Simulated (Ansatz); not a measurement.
BaGaGeH (space group P3m1)

```xyz
4
Lattice="4.3064 0.0000 0.0000 -2.1532 3.7294 0.0000 0.0000 0.0000 5.0932" Properties=species:S:1:pos:R:3 pbc="T T T"
Ba     0.0000     2.4863     5.0917
Ga     0.0000     0.0000     2.7847
Ge     2.1532     1.2431     2.2740
H      0.0000     0.0000     4.5176
```

In this cell atom 3 (Ge, nearest neighbour Ga at 2.538 Å; its periodic images, 4.3 Å or more away, move with it) is moved by s towards the nearest neighbour, unit vector (0.000, 0.980, 0.201); all other atoms and the cell stay fixed.

All values below come from PBEsol (plane waves to 420 eV, PAW, scalar-relativistic; Ansatz, an electronic-structure program). k mesh 7×7×5 (Γ-centred), Fermi-Dirac smearing 0.05 eV. Energies are smeared free energies. BaGaGeH was relaxed with its symmetry unable to fall. ΔE is measured from the undisplaced structure.

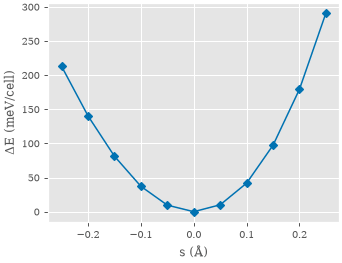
Figure. ΔE (meV/cell) against s (Å); computed points joined by lines.

Problem. Is the energy the same for displacements of ±0.250 Å, and if not, which side lies higher?

Solution. Not even: the positive side lies higher at ±0.250 Å.

Problem. What is the energy change at s = 0.250 Å?

Solution. About 290 meV/cell.

(A displaced cell: forces are minus the slopes of the energy, force constants its curvatures, and phonons follow from these.)
